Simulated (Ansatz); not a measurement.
# BH3 (singlet): correlated methods under varied settings at distance B1–H2 = 1.194 Å

Aim: run BH3 (singlet) at one geometry under a spread of methods and options, and see what each costs and gives.

Method: the settings change from run to run; program: Ansatz 0.2.0, Gaussian basis.

18 further runs of the same task are left out: 4 for a known fault of the program, 10 that didn't finish, 4 set aside as unsound or not needed.

## Step 1: The geometry

The geometry derives from a PBE0/def2-TZVP stationary point (not a proven minimum). One bond is set to the value named and the two fragments are kept rigid.

4 atoms, charge 0, spin multiplicity 1.

Atoms are counted from 1 here; the program's logs count them from 0.

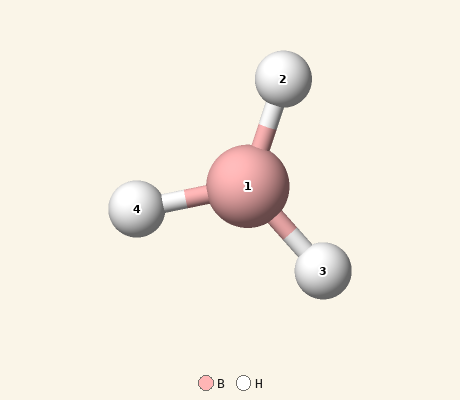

The structure; boron pink, hydrogen white; atoms are numbered from 1 in the order of the file.

Coordinates:

```xyz
4

B     0.0000    0.0000    0.0000
H     1.1934    0.0146   -0.0003
H    -0.6093    1.0262   -0.0028
H    -0.5841   -1.0408    0.0031
```

## Step 2: HF/cc-pVDZ

Input file in.yaml:

```yaml
crystal:
  periodic: [false, false, false]
  atoms:
    - {symbol: B, position_ang: [0.000000, 0.000000, 0.000000]}
    - {symbol: H, position_ang: [1.193377, 0.014556, -0.000258]}
    - {symbol: H, position_ang: [-0.609294, 1.026213, -0.002837]}
    - {symbol: H, position_ang: [-0.584082, -1.040768, 0.003095]}
basis:
  gaussian: {orbitals: cc-pVDZ}
magnetization: {spin_polarized: true, initial_magnetization: 0}
hamiltonian: {xc: hf}
output: {forces: true, orbitals: {seedname: orbitals}}
```

The run is started by

```console
ansatz run in.yaml --threads 1 --pin off --events-out ev --progress --plain --max-ram 2393MiB
```

Standard output:

```text
Functional definition: HF
  name "HF"
  cite "Fock, Z. Phys. 61, 126 (1930) doi:10.1007/BF01340294"
  parent pbe
  exchange = exact_x
  correlation = 0
259 factors; integrals over basis functions are off by at most 1.2e-3 eV
mean field evaluation 1: about -717.7429 eV, gradient 6.6e0 eV
mean field evaluation 2: about -717.7426 eV, gradient 6.6e0 eV
mean field evaluation 4: about -718.1293 eV, gradient 1.1e-1 eV
mean field evaluation 8: about -718.1295 eV, gradient 1.1e-4 eV
mean field -718.12951158 eV, -26.3907727847 hartree, gradient 1.8e-5 eV, S^2 0.000000; 0 other end points of the search recorded, 0 dependent functions left out
the calculation of the forces begins
reference -718.12951158 eV, -26.3907727847 hartree; 4, 4 occupied and 25, 25 virtual orbitals, 259 factors
Total energy: -718.12951158 eV, -26.3907727847 hartree
Atom 0 at     0.000000     0.000000     0.000000 Å, force     0.000011     0.000000    -0.000000 eV/Å
Atom 1 at     1.193377     0.014556    -0.000258 Å, force     0.129693     0.001582    -0.000028 eV/Å
Atom 2 at    -0.609294     1.026213    -0.002837 Å, force    -0.066222     0.111531    -0.000308 eV/Å
Atom 3 at    -0.584082    -1.040768     0.003095 Å, force    -0.063482    -0.113113     0.000336 eV/Å
Dipole moment:    -0.000000    -0.000000     0.000000 e Å
```

It took 0.09 s on 1 thread of Intel Xeon 6975P-C, shared host.

From the report: ⟨S²⟩ of the determinant 0.000 (pure singlet: 0.00).

## Step 3: HF/def2-SVP

Changes to in.yaml since step 2:

```diff
@@ -8,5 +8,6 @@
 basis:
-  gaussian: {orbitals: cc-pVDZ}
+  gaussian: {orbitals: def2-SVP}
 magnetization: {spin_polarized: true, initial_magnetization: 0}
 hamiltonian: {xc: hf}
-output: {forces: true, orbitals: {seedname: orbitals}}
+scf: {lower_state_search: off}
+output: {orbitals: {seedname: orbitals}}
```

The command is unchanged.

Standard output:

```text
Functional definition: HF
  name "HF"
  cite "Fock, Z. Phys. 61, 126 (1930) doi:10.1007/BF01340294"
  parent pbe
  exchange = exact_x
  correlation = 0
these checks for a lower state are left out or cut short: stability, starts, cluster_reference, orbital_swaps, neighbouring_geometries, increment
300 factors; integrals over basis functions are off by at most 1.4e-3 eV
mean field evaluation 1: about -717.1945 eV, gradient 6.6e0 eV
mean field evaluation 2: about -717.1946 eV, gradient 6.6e0 eV
mean field evaluation 4: about -717.5762 eV, gradient 1.1e-1 eV
mean field evaluation 8: about -717.5763 eV, gradient 1.1e-4 eV
mean field -717.57634527 eV, -26.3704442981 hartree, gradient 2.0e-6 eV, S^2 0.000000; 0 other end points of the search recorded, 0 dependent functions left out
reference -717.57634527 eV, -26.3704442981 hartree; 4, 4 occupied and 25, 25 virtual orbitals, 300 factors
Total energy: -717.57634527 eV, -26.3704442981 hartree
Checks for a lower state left out: stability, starts, cluster_reference, orbital_swaps, neighbouring_geometries, increment
```

It took 0.09 s on 1 thread of Intel Xeon 6975P-C, shared host.

From the report: ⟨S²⟩ of the determinant 0.000 (pure singlet: 0.00).

## Step 4: HF/6-31G*

Changes to in.yaml since step 3:

```diff
@@ -8,6 +8,5 @@
 basis:
-  gaussian: {orbitals: def2-SVP}
+  gaussian: {orbitals: "6-31G*"}
 magnetization: {spin_polarized: true, initial_magnetization: 0}
 hamiltonian: {xc: hf}
-scf: {lower_state_search: off}
-output: {orbitals: {seedname: orbitals}}
+output: {forces: true, orbitals: {seedname: orbitals}}
```

The command is unchanged.

Standard output, shortened:

```text
Functional definition: HF
  name "HF"
  cite "Fock, Z. Phys. 61, 126 (1930) doi:10.1007/BF01340294"
  parent pbe
[...]
235 factors; integrals over basis functions are off by at most 7.0e-4 eV
[...]
mean field -718.10761747 eV, -26.3899681912 hartree, gradient 8.1e-6 eV, S^2 0.000000; 0 other end points of the search recorded, 0 dependent functions left out
[...]
reference -718.10761747 eV, -26.3899681912 hartree; 4, 4 occupied and 17, 17 virtual orbitals, 235 factors
Total energy: -718.10761747 eV, -26.3899681912 hartree
Atom 0 at     0.000000     0.000000     0.000000 Å, force     0.000011     0.000000    -0.000000 eV/Å
Atom 1 at     1.193377     0.014556    -0.000258 Å, force    -0.137004    -0.001671     0.000030 eV/Å
Atom 2 at    -0.609294     1.026213    -0.002837 Å, force     0.069944    -0.117808     0.000326 eV/Å
Atom 3 at    -0.584082    -1.040768     0.003095 Å, force     0.067050     0.119479    -0.000355 eV/Å
Dipole moment:    -0.000000    -0.000000     0.000000 e Å
```

It took 0.09 s on 1 thread of Intel Xeon 6975P-C, shared host.

From the report: ⟨S²⟩ of the determinant 0.000 (pure singlet: 0.00).

## Step 5: MP2 on UHF/def2-SVP

Changes to in.yaml since step 4:

```diff
@@ -8,5 +8,5 @@
 basis:
-  gaussian: {orbitals: "6-31G*"}
+  gaussian: {orbitals: def2-SVP}
 magnetization: {spin_polarized: true, initial_magnetization: 0}
-hamiltonian: {xc: hf}
-output: {forces: true, orbitals: {seedname: orbitals}}
+correlation: {method: mp2, electrons: valence}
+output: {forces: true}
```

The command is unchanged.

Standard output, shortened:

```text
Functional definition: HF
  name "HF"
  cite "Fock, Z. Phys. 61, 126 (1930) doi:10.1007/BF01340294"
  parent pbe
[...]
300 factors; integrals over basis functions are off by at most 1.4e-3 eV
[...]
mean field -717.57634527 eV, -26.3704442981 hartree, gradient 2.0e-6 eV, S^2 0.000000; 0 other end points of the search recorded, 0 dependent functions left out
1 core orbitals not correlated: weight in the atoms' cores, before any rotation towards them, 1.000 or more for the frozen orbitals, at most 0.000 for the correlated occupied ones
reference -717.57634527 eV, -26.3704442981 hartree; 3, 3 occupied and 25, 25 virtual orbitals, 300 factors
second order -2.51268883 eV of doubles, -0.00000000 eV of singles
[...]
Total energy: -720.08903410 eV, -26.4627839093 hartree
Atom 0 at     0.000000     0.000000     0.000000 Å, force     0.000011     0.000000    -0.000000 eV/Å
Atom 1 at     1.193377     0.014556    -0.000258 Å, force     0.186351     0.002273    -0.000040 eV/Å
Atom 2 at    -0.609294     1.026213    -0.002837 Å, force    -0.095149     0.160253    -0.000443 eV/Å
Atom 3 at    -0.584082    -1.040768     0.003095 Å, force    -0.091212    -0.162526     0.000483 eV/Å
Dipole moment:    -0.000000    -0.000000     0.000000 e Å
```

Wall time 0.12 s (1 thread of Intel Xeon 6975P-C, shared host).

From the report: ⟨S²⟩ of the determinant 0.000 (pure singlet: 0.00).

## Step 6: CCSD/cc-pVDZ

Changes to in.yaml since step 5:

```diff
@@ -8,5 +8,6 @@
 basis:
-  gaussian: {orbitals: def2-SVP}
+  gaussian: {orbitals: cc-pVDZ}
 magnetization: {spin_polarized: true, initial_magnetization: 0}
-correlation: {method: mp2, electrons: valence}
-output: {forces: true}
+hamiltonian: {xc: {name: B3LYP}}
+correlation: {method: ccsd, electrons: valence}
+scf: {lower_state_search: off}
```

Launched as before.

Standard output, shortened:

```text
Functional definition: B3LYP
  name "B3LYP"
  cite "Stephens, Devlin, Chabalowski & Frisch, J. Phys. Chem. 98, 11623 (1994) doi:10.1021/j100096a001"
  cite "Becke, Phys. Rev. A 38, 3098 (1988) doi:10.1103/PhysRevA.38.3098"
  cite "Lee, Yang & Parr, Phys. Rev. B 37, 785 (1988) doi:10.1103/PhysRevB.37.785"
  cite "Vosko, Wilk & Nusair, Can. J. Phys. 58, 1200 (1980) doi:10.1139/p80-159"
[...]
259 factors; integrals over basis functions are off by at most 1.2e-3 eV
[...]
mean field -724.07844394 eV, -26.6093920166 hartree, gradient 3.4e-6 eV, S^2 0.000000; 0 other end points of the search recorded, 0 dependent functions left out
1 core orbitals not correlated: weight in the atoms' cores, before any rotation towards them, 1.000 or more for the frozen orbitals, at most 0.000 for the correlated occupied ones
reference -718.05926558 eV, -26.3881912919 hartree; 3, 3 occupied and 25, 25 virtual orbitals, 259 factors
second order -2.54058147 eV of doubles, -0.04319068 eV of singles
cycle   1  -3.06075599 eV  change   -4.8e-1 eV  update   4.2e-2
[...]
cycle   8  -3.21259121 eV  change    3.2e-6 eV  update   1.3e-6
Total energy: -721.27185679 eV, -26.5062518413 hartree
Checks for a lower state left out: stability, starts, cluster_reference, orbital_swaps, neighbouring_geometries, increment
```

Wall time 0.3 s (1 thread of Intel Xeon 6975P-C, shared host).

From the report: ⟨S²⟩ of the determinant 0.000 (pure singlet: 0.00); correlation -3.2126 eV; T1 0.009; largest double amplitude 0.04. The orbitals are Kohn-Sham ones, so correlation energy and T1 don't compare with those on Hartree-Fock orbitals.

## Step 7: BCCD(T) on UHF/def2-SVPD

Changes to in.yaml since step 6:

```diff
@@ -8,6 +8,4 @@
 basis:
-  gaussian: {orbitals: cc-pVDZ}
+  gaussian: {orbitals: def2-SVPD}
 magnetization: {spin_polarized: true, initial_magnetization: 0}
-hamiltonian: {xc: {name: B3LYP}}
-correlation: {method: ccsd, electrons: valence}
-scf: {lower_state_search: off}
+correlation: {method: bccd_t, electrons: outside_noble_gas}
```

The command is unchanged.

Standard output, shortened:

```text
Functional definition: HF
  name "HF"
  cite "Fock, Z. Phys. 61, 126 (1930) doi:10.1007/BF01340294"
  parent pbe
[...]
436 factors; integrals over basis functions are off by at most 1.4e-3 eV
[...]
mean field -717.58811980 eV, -26.3708770040 hartree, gradient 4.2e-6 eV, S^2 0.000000; 0 other end points of the search recorded, 0 dependent functions left out
1 core orbitals not correlated: weight in the atoms' cores, before any rotation towards them, 1.000 or more for the frozen orbitals, at most 0.000 for the correlated occupied ones
reference -717.58811980 eV, -26.3708770040 hartree; 3, 3 occupied and 40, 40 virtual orbitals, 436 factors
second order -2.61387652 eV of doubles, -0.00000000 eV of singles
cycle   1  -3.10099979 eV  change   -4.9e-1 eV  update   4.3e-2
[...]
cycle   8  -3.25729733 eV  change   -1.9e-6 eV  update   3.3e-6
perturbative correction -0.04915510 eV, -0.0018064166 hartree
Total energy: -720.89457223 eV, -26.4923868895 hartree
```

Wall time 0.66 s (1 thread of Intel Xeon 6975P-C, shared host).

From the report: ⟨S²⟩ of the determinant 0.000 (pure singlet: 0.00); correlation -3.3065 eV; largest double amplitude 0.05.

## Step 8: MRCISD+Q(4,4)/cc-pVDZ

Changes to in.yaml since step 7:

```diff
@@ -8,4 +8,4 @@
 basis:
-  gaussian: {orbitals: def2-SVPD}
-magnetization: {spin_polarized: true, initial_magnetization: 0}
-correlation: {method: bccd_t, electrons: outside_noble_gas}
+  gaussian: {orbitals: cc-pVDZ, fitting: {mean_field: def2-universal-jkfit}}
+correlation: {method: fic_mrcisd_q, electrons: outside_noble_gas, active_space: {window: {electrons: 4, orbitals: 4}}}
+scf: {lower_state_search: light}
```

Same command.

Standard output, shortened:

```text
Functional definition: HF
  name "HF"
  cite "Fock, Z. Phys. 61, 126 (1930) doi:10.1007/BF01340294"
  parent pbe
[...]
129 factors; integrals over basis functions are off by at most 2.9e-1 eV
[...]
mean field -718.13011022 eV, -26.3907947846 hartree, gradient 2.4e-6 eV, S^2 0.000000; 0 other end points of the search recorded, 0 dependent functions left out
reference -718.13011022 eV, -26.3907947846 hartree; 4, 4 occupied and 25, 25 virtual orbitals, 129 factors
state -718.87265028 eV, -26.4180826283 hartree
contracted CI cycle   1: correlation 0.00000000 eV, 0.0000000000 hartree, residual 1.23e1 eV
contracted CI cycle   2: correlation -2.28644259 eV, -0.0840252155 hartree, residual 2.35e0 eV
contracted CI cycle   3: correlation -2.36995413 eV, -0.0870942078 hartree, residual 6.11e-1 eV
contracted CI cycle   4: correlation -2.37604599 eV, -0.0873180796 hartree, residual 1.67e-1 eV
[...]
contracted CI cycle   3: correlation -2.54772965 eV, -0.0936273379 hartree, residual 6.37e-1 eV
contracted CI cycle   4: correlation -2.55434453 eV, -0.0938704302 hartree, residual 1.84e-1 eV
contracted CI cycle   5: correlation -2.55487604 eV, -0.0938899628 hartree, residual 5.86e-2 eV
contracted CI cycle   6: correlation -2.55493119 eV, -0.0938919896 hartree, residual 2.25e-2 eV
contracted CI cycle   7: correlation -2.55493987 eV, -0.0938923083 hartree, residual 9.88e-3 eV
contracted CI cycle   8: correlation -2.55494169 eV, -0.0938923754 hartree, residual 4.86e-3 eV
contracted CI cycle   9: correlation -2.55494207 eV, -0.0938923894 hartree, residual 1.99e-3 eV
contracted CI cycle  10: correlation -2.55494213 eV, -0.0938923916 hartree, residual 7.02e-4 eV
state -718.67912966 eV, -26.4109708767 hartree; corrected -721.35296210 eV, -26.5092324066 hartree
state -718.87265028 eV, -26.4180826283 hartree; corrected -721.35385855 eV, -26.5092653506 hartree
Total energy: -721.35385855 eV, -26.5092653506 hartree
```

Wall time 0.42 s (1 thread of Intel Xeon 6975P-C, shared host).

From the report: 36 determinants; active occupations 1.99, 1.98, 0.02, 0.02.

## Step 9: CISD/cc-pVDZ

Changes to in.yaml since step 8:

```diff
@@ -9,3 +9,3 @@
   gaussian: {orbitals: cc-pVDZ, fitting: {mean_field: def2-universal-jkfit}}
-correlation: {method: fic_mrcisd_q, electrons: outside_noble_gas, active_space: {window: {electrons: 4, orbitals: 4}}}
-scf: {lower_state_search: light}
+correlation: {active_space: {ras: {orbitals: [3, 0, 25], electrons: 6, max_holes: 2, max_particles: 2}, fixed_orbitals: true}}
+output: {forces: true}
```

Same command.

Standard output, shortened:

```text
Functional definition: HF
  name "HF"
  cite "Fock, Z. Phys. 61, 126 (1930) doi:10.1007/BF01340294"
  parent pbe
[...]
129 factors; integrals over basis functions are off by at most 2.9e-1 eV
[...]
mean field -718.13011022 eV, -26.3907947846 hartree, gradient 2.4e-6 eV, S^2 0.000000; 0 other end points of the search recorded, 0 dependent functions left out
reference -718.13011022 eV, -26.3907947846 hartree; 4, 4 occupied and 25, 25 virtual orbitals, 129 factors
state -721.19201320 eV, -26.5033176436 hartree
[...]
Total energy: -721.19201320 eV, -26.5033176436 hartree
Atom 0 at     0.000000     0.000000     0.000000 Å, force     0.000010     0.000000    -0.000000 eV/Å
Atom 1 at     1.193377     0.014556    -0.000258 Å, force     0.326354     0.003981    -0.000071 eV/Å
Atom 2 at    -0.609294     1.026213    -0.002837 Å, force    -0.166630     0.280645    -0.000776 eV/Å
Atom 3 at    -0.584082    -1.040768     0.003095 Å, force    -0.159735    -0.284626     0.000846 eV/Å
Dipole moment:    -0.000000    -0.000000     0.000000 e Å
```

Wall time 0.36 s (1 thread of Intel Xeon 6975P-C, shared host).

From the report: 2,272 determinants.

## Step 10: CISD/cc-pVTZ

Input file in.yaml:

```yaml
crystal:
  periodic: [false, false, false]
  atoms:
    - {symbol: B, position_ang: [0.000000, 0.000000, 0.000000]}
    - {symbol: H, position_ang: [1.193377, 0.014556, -0.000258]}
    - {symbol: H, position_ang: [-0.609294, 1.026213, -0.002837]}
    - {symbol: H, position_ang: [-0.584082, -1.040768, 0.003095]}
basis:
  gaussian: {orbitals: cc-pVTZ, fitting: {mean_field: def2-universal-jkfit}}
correlation: {active_space: {ras: {orbitals: [3, 0, 68], electrons: 6, max_holes: 2, max_particles: 2}, fixed_orbitals: true}}
```

Same command.

Standard output:

```text
Functional definition: HF
  name "HF"
  cite "Fock, Z. Phys. 61, 126 (1930) doi:10.1007/BF01340294"
  parent pbe
  exchange = exact_x
  correlation = 0
129 factors; integrals over basis functions are off by at most 1.0e0 eV
mean field evaluation 1: about -717.9628 eV, gradient 9.8e0 eV
mean field evaluation 2: about -718.3538 eV, gradient 2.5e0 eV
mean field evaluation 4: about -718.3835 eV, gradient 1.5e-1 eV
mean field evaluation 8: about -718.3836 eV, gradient 1.8e-6 eV
mean field -718.38357197 eV, -26.4001093322 hartree, gradient 1.8e-6 eV, S^2 0.000000; 0 other end points of the search recorded, 0 dependent functions left out
reference -718.38357197 eV, -26.4001093322 hartree; 4, 4 occupied and 68, 68 virtual orbitals, 129 factors
state -721.94823317 eV, -26.5311082150 hartree
Total energy: -721.94823317 eV, -26.5311082150 hartree
```

Run time: 0.96 s. Hardware: 1 thread of Intel Xeon 6975P-C, shared host.

From the report: 15,679 determinants.

## Step 11: The runs in one table

Where basis and cores are those of an earlier FCI/cc-pVDZ run (-721.3413 eV), and the state is the same kind, the miss against it is given.

| level | correlated | functions | energy (eV) | from FCI (meV) | time |
| --- | --- | --- | --- | --- | --- |
| HF/cc-pVDZ |  | 29 | -718.1295 | 3211.8 | 0.09 s |
| HF/def2-SVP |  | 29 | -717.5763 |  | 0.09 s |
| HF/6-31G* |  | 21 | -718.1076 |  | 0.09 s |
| MP2 on UHF/def2-SVP | valence | 29 | -720.0890 |  | 0.12 s |
| CCSD/cc-pVDZ (on B3LYP orbitals) | valence | 29 | -721.2719 | 69.5 | 0.3 s |
| BCCD(T) on UHF/def2-SVPD | outside noble gas | 44 | -720.8946 |  | 0.66 s |
| MRCISD+Q(4,4)/cc-pVDZ | outside noble gas | 29 | -721.3539 | -12.5 | 0.42 s |
| CISD/cc-pVDZ | outside noble gas | 29 | -721.1920 | 149.3 | 0.36 s |
| CISD/cc-pVTZ | valence | 72 | -721.9482 |  | 0.96 s |

## Step 12: Results

| quantity | value |
| --- | --- |
| runs | 9 |
| quickest | HF/cc-pVDZ, 0.09 s |
| slowest | CISD/cc-pVTZ, 0.96 s |

Total energies in different bases, with other cores or another treatment of relativity can't be set against each other. CISD/cc-pVTZ took 11 times as long as HF/cc-pVDZ; the jobs differ in more than the method. Among the correlated runs with a miss given, it spans -13 to +149 meV. Hartree-Fock, CASSCF and CASCI lack dynamic correlation by design. Cores frozen from Kohn-Sham orbitals shift the total energy.
